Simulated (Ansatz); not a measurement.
# Calculations on SiH₄O and related structures

### Relaxation

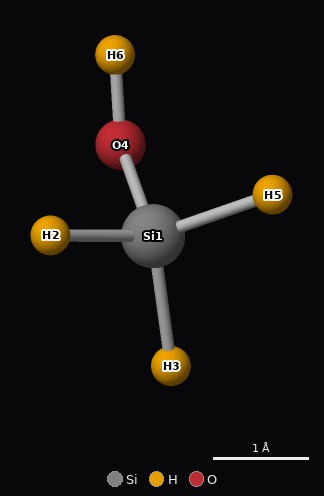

Starting structure of SiH4O. The picture is a ball-and-stick view, seen from a free direction.

It is one of the separated products of a reaction.

Method: Ansatz 0.2.0, RKS PBE0-D4/def2-TZVP.

Input file:
```yaml
crystal:
  periodic: [false, false, false]
  atoms:
    - {symbol: Si, position_ang: [-1.088472, -0.027509, -0.010142]}
    - {symbol: H, position_ang: [-1.234756, -1.342566, -0.689967]}
    - {symbol: H, position_ang: [-2.419632, 0.516535, 0.339840]}
    - {symbol: O, position_ang: [-0.242338, -0.135489, 1.393382]}
    - {symbol: H, position_ang: [-0.419329, 0.896863, -0.976990]}
    - {symbol: H, position_ang: [0.682900, -0.385544, 1.324557]}
basis:
  gaussian: {orbitals: def2-TZVP}
hamiltonian: {xc: pbe0, dispersion: d4}
relax: {f_tol: 0.005, max_steps: 200}
```

Command:
```bash
ansatz run in.yaml --threads 4 --pin off --events-out ev --progress --plain --max-ram 9574MiB
```

Q: Where does the relaxation end?

A: Over 4 geometry steps the energy falls by 0.003 eV. The largest force component goes from 0.3 to 0.0045 eV/Å. H6 moves most after the best rigid fit: 0.046 Å. By element the largest moves are H 0.046 Å, O 0.027 Å, Si 0.020 Å. Near-neighbour distances that change, for instance: Si1–H5 1.496 → 1.489 Å, Si1–O4 1.642 → 1.648 Å. The run took 3.1 s on 4 threads of Arm Neoverse V2, with other jobs on the host.

Final geometry:

```xyz
6

Si   -1.0841   -0.0126   -0.0222
H    -1.2206   -1.3433   -0.6760
H    -2.4208    0.5061    0.3464
O    -0.2328   -0.1112    1.3852
H    -0.4337    0.9094   -0.9938
H     0.6703   -0.4262    1.3411
```

### Relaxation

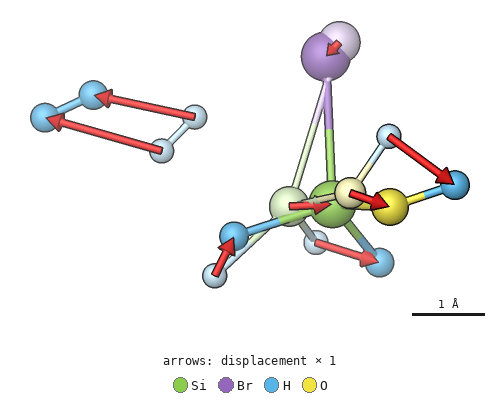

A relaxation of SiH5OBr (started from a transition state, displaced along its imaginary mode). The starting structure is drawn faded, the final one solid; red arrows show the displacements, at their true length. The two geometries are superimposed by the best rigid fit.

Style: ball-and-stick. Shown at a tilt.

Method: RKS PBE0-D4/def2-TZVP in Ansatz 0.2.0.

The input:
```yaml
crystal:
  periodic: [false, false, false]
  atoms:
    - {symbol: Si, position_ang: [-0.444785, -0.258356, 0.033417]}
    - {symbol: Br, position_ang: [2.023362, -0.533729, -0.325483]}
    - {symbol: H, position_ang: [-0.668636, -1.399534, -0.876731]}
    - {symbol: H, position_ang: [-1.712205, 0.553656, -0.057623]}
    - {symbol: O, position_ang: [-0.198133, -0.166158, 1.650791]}
    - {symbol: H, position_ang: [0.439010, 0.957640, -1.071920]}
    - {symbol: H, position_ang: [-0.155996, 1.263490, -1.175771]}
    - {symbol: H, position_ang: [0.717384, -0.417108, 1.823320]}
basis:
  gaussian: {orbitals: def2-TZVP}
hamiltonian: {xc: pbe0, dispersion: d4}
relax: {f_tol: 0.005, max_steps: 200}
```

Launched with:
```bash
ansatz run in.yaml --threads 4 --pin off --events-out ev --progress --plain --max-ram 9574MiB
```

Which element moves most?

Hydrogen: up to 1.76 Å, against 0.61 Å for silicon.

Describe the change and its energy.

The energy falls by 178.3 kJ/mol in 22 accepted moves (27 points after the start). Largest force component: 3.6 eV/Å at the start, 0.0033 eV/Å at the end. The line search rejected the trial steps at points 13, 15, 18, 22, 24 of the run. The forces were under the threshold at step 21, but the run went on from there. H7 moves most after the best rigid fit: 1.76 Å. Largest moves by element: H 1.76 Å, Si 0.61 Å, O 0.61 Å, Br 0.28 Å. Among the contacts that change: Si1–H7 1.965 → 4.282 Å, Si1–H6 1.866 → 3.780 Å, Br2–H6 2.300 → 3.297 Å, Si1–Br2 2.509 → 2.225 Å. Bond angles that change, for instance: Br2–Si1–H4 151.3° → 108.5°, Br2–Si1–O5 90.0° → 111.3°, H3–Si1–O5 132.4° → 112.3°. Cost: 54 s on 4 threads of Arm Neoverse V2, on a shared host.

### Reaction

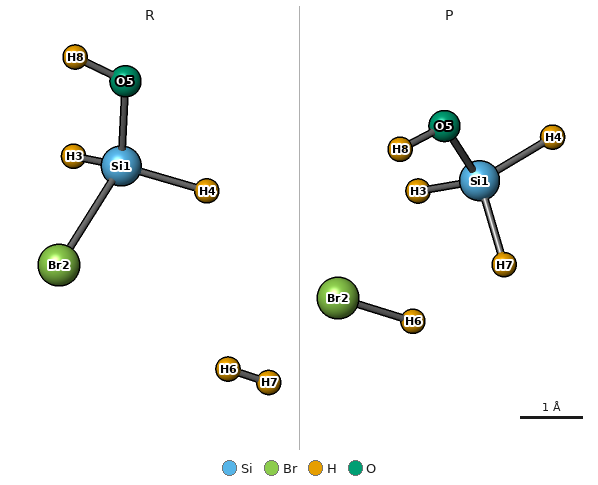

Reactant (R) and product (P) of one elementary step of SiH5OBr. Style: ball-and-stick. Shown from a free direction.

Stationary points at PBE0-D4/def2-TZVP, single-point energies with CCSD(T)/CBS, CAM-B3LYP-D4, RPA@PBE, BLYP-D4 (def2-TZVPP where no basis is named; Ansatz 0.2.0). The energies are electronic, without zero-point or thermal terms, and both ends are the minima reached downhill from the saddle, with any fragments still in contact. CCSD(T)/CBS stands for a frozen-core estimate: MP2 correlation extrapolated from def2-TZVPP and def2-QZVPP, CCSD(T) minus MP2 from the smaller set.

R:
```xyz
8

Si   -0.2836   -0.6665    0.4448
Br    1.7786   -0.4587   -0.3639
H    -0.7764   -1.9728   -0.0488
H    -1.0920    0.4673   -0.0387
O    -0.2924   -0.5763    2.0752
H     0.4583    1.9725   -2.1572
H    -0.0177    2.4468   -2.4834
H     0.2251   -1.2124    2.5719
```

P:
```xyz
8

Si   -1.0874   -0.0532   -0.0183
Br    2.8532   -0.0965   -0.3448
H    -1.1976   -1.3663   -0.7085
H    -2.4336    0.4567    0.3258
O    -0.2490   -0.1514    1.3906
H     1.8655    0.6957   -0.9979
H    -0.4335    0.8938   -0.9736
H     0.6824   -0.3790    1.3267
```

What is the transition state like, and how high is the barrier?

Answer. Counted by bonded pieces, R holds H₂ + SiH₃BrO and P holds HBr + SiH₄O. From R over the saddle to P, bonds form: Si1–H7 (4.28 → 1.74 → 1.50 Å), Br2–H6 (3.30 → 1.96 → 1.42 Å). Bonds break: Si1–Br2 (2.22 → 2.75 → 3.95 Å), H6–H7 (0.75 → 0.87 → 2.31 Å). The saddle has one imaginary mode, 601i cm⁻¹. With CCSD(T)/CBS the barrier is 48.4 kcal/mol from R and 29.6 kcal/mol from P, and P lies 18.9 kcal/mol above R.

```csv
level,barrier from R (kcal/mol),barrier from P (kcal/mol),P less R (kcal/mol)
CCSD(T)/CBS,48.4,29.6,18.9
CAM-B3LYP-D4,47.3,30.4,16.9
RPA@PBE,50.0,33.8,16.2
BLYP-D4,43.7,25.9,17.9
```

Against CCSD(T)/CBS, CAM-B3LYP-D4 comes closest on the barrier from R (−1.1 kcal/mol) and BLYP-D4 misses most (−4.7 kcal/mol).

Saddle geometry:

```xyz
8

Si   -0.5842   -0.1579    0.0020
Br    2.1168   -0.4086   -0.4229
H    -0.6587   -1.3446   -0.8603
H    -1.8851    0.5558    0.0004
O    -0.2012   -0.1308    1.5718
H     0.6453    0.7660   -0.9684
H    -0.1384    1.1313   -1.0715
H     0.7057   -0.4112    1.7490
```

The saddle point in the same view, with dashed sticks for the bonds that form or break:

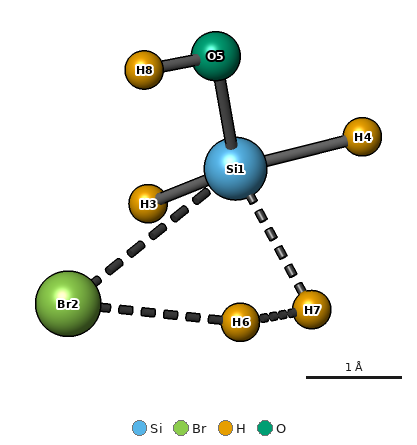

Limits of the set-up: the start holds two separate molecules, 3.0 Å apart at their closest, whose relative position is a soft coordinate.

### Reaction

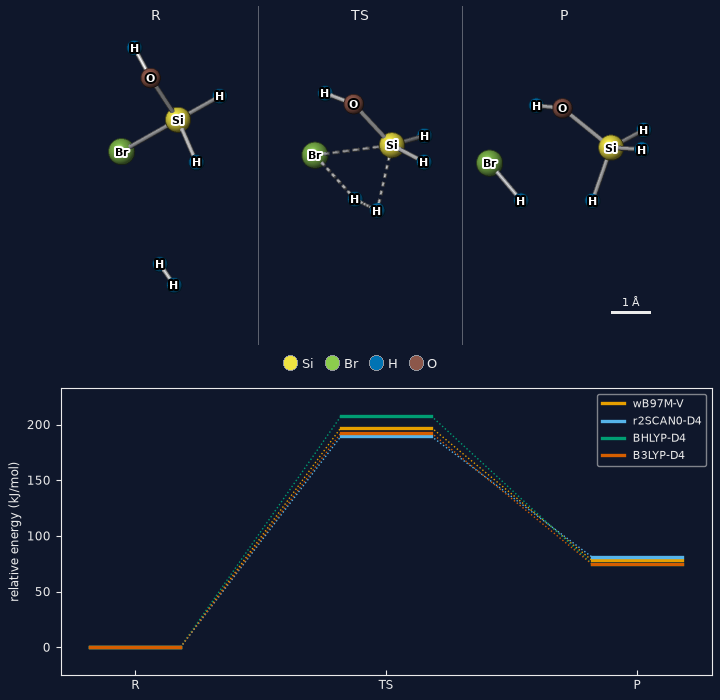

A reaction step of SiH₅OBr, with its energy diagram. A ball-and-stick model, seen at a tilt. Dashed sticks mark bonds that form or break.

Stationary points at PBE0-D4/def2-TZVP, single-point energies with wB97M-V, r2SCAN0-D4, BHLYP-D4, B3LYP-D4 (def2-TZVPP where no basis is named; Ansatz 0.2.0). The energies are electronic, without zero-point or thermal terms, and both ends are the minima reached downhill from the saddle, with any fragments still in contact.

**Describe the step and its energetics.**

Counted by bonded pieces, R holds H₂ + SiH₃BrO and P holds HBr + SiH₄O. From R over the saddle to P, bonds form: H–Si (4.28 → 1.74 → 1.50 Å), Br–H (3.30 → 1.96 → 1.42 Å). Bonds break: Br–Si (2.22 → 2.75 → 3.95 Å), H–H (0.75 → 0.87 → 2.31 Å). The saddle has one imaginary mode, 601i cm⁻¹. With wB97M-V the barrier is 197.3 kJ/mol from R and 119.1 kJ/mol from P, and P lies 78.2 kJ/mol above R.

```tsv
level	barrier from R (kJ/mol)	barrier from P (kJ/mol)	P less R (kJ/mol)
wB97M-V	197.3	119.1	78.2
r2SCAN0-D4	189.5	108.3	81.1
BHLYP-D4	207.7	132.6	75.1
B3LYP-D4	192.5	117.8	74.7
```

Limits of the set-up: the start holds two separate molecules, 3.0 Å apart at their closest, whose relative position is a soft coordinate.
